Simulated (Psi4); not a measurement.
**Single-point calculation of H$_{3}$O (charge +1) (part 2 of 2)**

Continued. System: H$_{3}$O, charge +1, multiplicity 3, SMILES [OH3+]. Method: CCSD/aug-cc-pVTZ, UHF (Psi4 1.11). The geometry is that of the parent species in another charge or spin state. The geometry comes from this level: PBE0-D4/def2-TZVP.

Geometry of the input (Å):
```
O  0.1820  -0.0567  -0.0528
H  0.2191  0.9184  0.0151
H  -0.4089  -0.3683  -0.7674
H  0.0079  -0.4934  0.8050
```

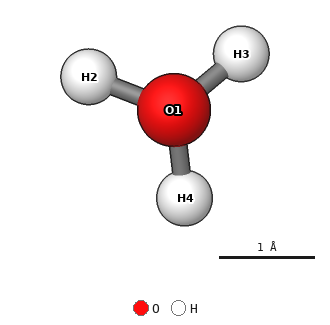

*The structure as given in the input (ball-and-stick view, seen on its broad side; atoms are numbered from 1 in the order of the input).*

### Output, continued
```
      Number of irreps:                  1
      Integral cutoff                 1.00e-12
      Number of functions per irrep: [ 115 ]

 OEINTS: Overlap, kinetic, potential, dipole, and quadrupole integrals
         stored in file 35.

      Computing two-electron integrals...done
      Computed 21622139 non-zero two-electron integrals.
        Stored in file 33.

	Wfn Parameters:
	--------------------
	Wavefunction         = CCSD
	Number of irreps     = 1
	Number of MOs        = 115
	Number of active MOs = 114
	AO-Basis             = NONE
	Semicanonical        = false
	Reference            = UHF
	Print Level          = 1

	IRREP	# MOs	# FZDC	# DOCC	# SOCC	# VIRT	# FZVR
	-----	-----	------	------	------	------	------
	 A	   115	    1	    3	    2	    109	    0
	Transforming integrals...
	IWL integrals will be deleted.
	(OO|OO)...
	Presorting SO-basis two-electron integrals.
	Sorting File: SO Ints (nn|nn) nbuckets = 1
	Constructing frozen core operators
	Starting AA/AB first half-transformation.
	Sorting AA/AB half-transformed integrals.
	Starting BB first half-transformation.
	Sorting BB half-transformed integrals.
	First half integral transformation complete.
	Starting AA second half-transformation.
	Starting AB second half-transformation.
	Starting BB second half-transformation.
	Two-electron integral transformation complete.
	(OO|OV)...
	Starting AA second half-transformation.
	Starting AB second half-transformation.
	Starting BB second half-transformation.
	Two-electron integral transformation complete.
	(OO|VV)...
	Starting AA second half-transformation.
	Starting AB second half-transformation.
	Starting BB second half-transformation.
	Two-electron integral transformation complete.
	(OV|OO)...
	Starting AA/AB first half-transformation.
	Sorting AA/AB half-transformed integrals.
	Starting BB first half-transformation.
	Sorting BB half-transformed integrals.
	First half integral transformation complete.
	Starting AA second half-transformation.
	Starting AB second half-transformation.
	Starting BB second half-transformation.
	Two-electron integral transformation complete.
	(OV|OV)...
	Starting AA second half-transformation.
	Starting AB second half-transformation.
	Starting BB second half-transformation.
	Two-electron integral transformation complete.
	(OV|VV)...
	Starting AA second half-transformation.
	Starting AB second half-transformation.
	Starting BB second half-transformation.
	Two-electron integral transformation complete.
	(VV|OO)...
	Starting AA/AB first half-transformation.
	Sorting AA/AB half-transformed integrals.
	Starting BB first half-transformation.
	Sorting BB half-transformed integrals.
	First half integral transformation complete.
	Starting AA second half-transformation.
	Starting AB second half-transformation.
	Starting BB second half-transformation.
	Two-electron integral transformation complete.
	(VV|OV)...
	Starting AA second half-transformation.
	Starting AB second half-transformation.
	Starting BB second half-transformation.
	Two-electron integral transformation complete.
	(VV|VV)...
	Starting AA second half-transformation.
	Starting AB second half-transformation.
	Starting BB second half-transformation.
	Two-electron integral transformation complete.
	Frozen core energy     =    -62.35111274714949

	Size of irrep 0 of <AB|CD> integrals:     34.645 (MW) /    277.160 (MB)
	Total:                                    34.645 (MW) /    277.160 (MB)

	Size of irrep 0 of <ab|cd> integrals:     37.271 (MW) /    298.168 (MB)
	Total:                                    37.271 (MW) /    298.168 (MB)

	Size of irrep 0 of <Ab|Cd> integrals:    146.386 (MW) /   1171.086 (MB)
	Total:                                   146.386 (MW) /   1171.086 (MB)

	Size of irrep 0 of <IA|BC> integrals:      6.475 (MW) /     51.801 (MB)
	Total:                                     6.475 (MW) /     51.801 (MB)

	Size of irrep 0 of <ia|bc> integrals:      4.103 (MW) /     32.823 (MB)
	Total:                                     4.103 (MW) /     32.823 (MB)

	Size of irrep 0 of <Ia|Bc> integrals:      6.715 (MW) /     53.720 (MB)
	Total:                                     6.715 (MW) /     53.720 (MB)

	Size of irrep 0 of <iA|bC> integrals:      3.956 (MW) /     31.651 (MB)
	Total:                                     3.956 (MW) /     31.651 (MB)

	Size of irrep 0 of tIjAb amplitudes:       0.181 (MW) /      1.452 (MB)
	Total:                                     0.181 (MW) /      1.452 (MB)

	Nuclear Rep. energy          =     13.95630738908410
	SCF energy                   =    -75.96323540207725
	One-electron energy          =    -44.23004675756530
	Two-electron (AA) energy     =      5.14600027632050
	Two-electron (BB) energy     =      1.73925152570272
	Two-electron (AB) energy     =      9.77636491153016
	Two-electron energy          =     16.66161671355338
	Reference energy             =    -75.96323540207730

	total time  =         31 seconds =       0.52 minutes
            **************************
            *                        *
            *        CCENERGY        *
            *                        *
            **************************

    Nuclear Rep. energy (wfn)     =   13.956307389084099
    SCF energy          (wfn)     =  -75.963235402077245
    Reference energy    (file100) =  -75.963235402077302

    Input parameters:
    -----------------
    Wave function   =     CCSD
    Reference wfn   =     UHF
    Brueckner       =     No
    Memory (Mbytes) =     2200.0
    Maxiter         =    100
    R_Convergence   =     1.0e-07
    E_Convergence   =     1.0e-09
    Restart         =     Yes
    DIIS            =     Yes
    AO Basis        =     NONE
    ABCD            =     NEW
    Cache Level     =     2
    Cache Type      =     LRU
    Print Level     =     1
    Num. of threads =     1
    # Amps to Print =     10
    Print MP2 Amps? =     No
    Analyze T2 Amps =     No
    Print Pair Ener =     No
    Local CC        =     No
    SCS-MP2         =     False
    SCSN-MP2        =     False
    SCS-CCSD        =     False

MP2 correlation energy -0.2185483624824920
                Solving CC Amplitude Equations
                ------------------------------
  Iter             Energy              RMS        T1Diag      D1Diag    New D1Diag    D2Diag
  ----     ---------------------    ---------   ----------  ----------  ----------   --------
     0        -0.218548362482492    0.000e+00    0.000000    0.000000    0.000000    0.000000
     1        -0.229380885861857    3.939e-02    0.009617    0.000000    0.000000    0.000000
     2        -0.234734100658460    1.519e-02    0.014169    0.000000    0.000000    0.000000
     3        -0.235029613743362    5.242e-03    0.016103    0.000000    0.000000    0.000000
     4        -0.234938626142521    2.016e-03    0.016601    0.000000    0.000000    0.000000
     5        -0.234963592592407    8.125e-04    0.016648    0.000000    0.000000    0.000000
     6        -0.234975050289912    3.464e-04    0.016620    0.000000    0.000000    0.000000
     7        -0.234977840170825    1.465e-04    0.016593    0.000000    0.000000    0.000000
     8        -0.234978346145758    4.310e-05    0.016592    0.000000    0.000000    0.000000
     9        -0.234977803628023    1.219e-05    0.016592    0.000000    0.000000    0.000000
    10        -0.234977797566633    4.046e-06    0.016593    0.000000    0.000000    0.000000
    11        -0.234977687369471    1.417e-06    0.016593    0.000000    0.000000    0.000000
    12        -0.234977697612042    4.131e-07    0.016593    0.000000    0.000000    0.000000
    13        -0.234977688693933    1.254e-07    0.016593    0.000000    0.000000    0.000000
    14        -0.234977686750430    3.419e-08    0.016593    0.000000    0.000000    0.000000
    15        -0.234977686127834    9.979e-09    0.016593    0.000000    0.000000    0.000000
    16        -0.234977686134203    3.776e-09    0.016593    0.000000    0.000000    0.000000

    Iterations converged.

    Largest TIA Amplitudes:
              4   3         0.0282087305
              4  13         0.0178158731
              4  11         0.0103113808
              3   2        -0.0100089177
              4  23        -0.0087347281
              4   2         0.0086310073
              4  10        -0.0082271251
              4  27         0.0081936584
              3  11         0.0078509407
              4  31        -0.0068605593

    Largest Tia Amplitudes:
              0  22        -0.0048146215
              1   3        -0.0044251142
              2   2        -0.0044240983
              1  55         0.0038451339
              2  54         0.0038451091
              0   0        -0.0038211639
              1   7        -0.0032537346
              2   6        -0.0032524170
              0  48         0.0032256033
              0  12         0.0031640773

    Largest TIJAB Amplitudes:
      4   1  13   0        -0.0097428794
      4   2  13   1        -0.0097350983
      4   1   3   0        -0.0095474190
      4   2   3   1        -0.0095369953
      4   3  21   0         0.0087122169
      4   3  22   1         0.0087116186
      2   1   1   0        -0.0076254982
      4   1  31   0         0.0071324876
      4   2  19   0        -0.0070912087
      4   1  18   0        -0.0070907121

    Largest Tijab Amplitudes:
      2   0  24   0         0.0066386159
      1   0  23   0        -0.0066382634
      2   0  47   0        -0.0048565318
      1   0  46   0        -0.0048564731
      2   1  42   6         0.0047740538
      2   1  43   7         0.0047736069
      2   1  21   6         0.0047145737
      2   1  20   7        -0.0047137569
      2   1  42  18         0.0044676960
      2   1  43  19        -0.0044673908

    Largest TIjAb Amplitudes:
      4   0   2   0         0.0177085368
      2   2   1  18        -0.0171173000
      1   1   0  19         0.0171145788
      4   0  11   0        -0.0164892033
      3   0  20   0         0.0162127482
      2   2   1   6        -0.0156726332
      1   1   0   7        -0.0156721170
      4   1   0   6        -0.0138642695
      4   2   1   6         0.0138626769
      4   2   0   7        -0.0138621535

    SCF energy       (wfn)                    =  -75.963235402077245
    Reference energy (file100)                =  -75.963235402077302

    Opposite-spin MP2 correlation energy      =   -0.165016826077541
    Same-spin MP2 correlation energy          =   -0.053531536404951
    Singles MP2 correlation energy            =   -0.000000000000000
    MP2 correlation energy                    =   -0.218548362482492
      * MP2 total energy                      =  -76.181783764559796

    Opposite-spin CCSD correlation energy     =   -0.182891881313397
    Same-spin CCSD correlation energy         =   -0.052085804820807
    Singles CCSD correlation energy           =    0.000000000000001
    CCSD correlation energy                   =   -0.234977686134203
      * CCSD total energy                     =  -76.198213088211503
```

### Standard output
```
E = -76.198213088
```

### Results in brief

```json
{"quantity": "outcome", "value": "converged"}
{"quantity": "total energy", "value": "−76.198213 hartree"}
{"quantity": "SCF energy", "value": "−75.963235 hartree"}
{"quantity": "MP2 energy", "value": "−76.181784 hartree"}
{"quantity": "CCSD energy", "value": "−76.198213 hartree"}
{"quantity": "correlation energy", "value": "−0.234978 hartree"}
{"quantity": "basis functions", "value": "115"}
{"quantity": "T1 diagnostic", "value": "0.017"}
{"quantity": "⟨S²⟩", "value": "2.004"}
{"quantity": "hardware", "value": "1 thread of Intel Xeon @ 2.90GHz (Ice Lake), 64 GiB of memory available, shared host"}
{"quantity": "wall time", "value": "78 s"}
{"quantity": "peak memory", "value": "1.8 GiB"}
```
